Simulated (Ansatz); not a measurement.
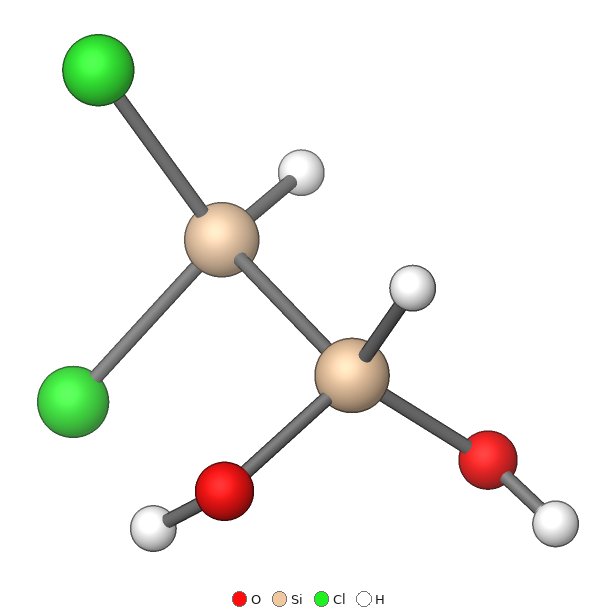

Computed geometry: PBE-D4/def2-SVP optimisation. No frequency run is at hand to confirm it as a minimum.

Give the structural formula.

SMILES: O[SiH](O)[SiH](Cl)Cl

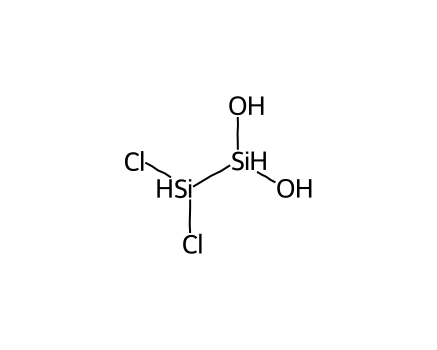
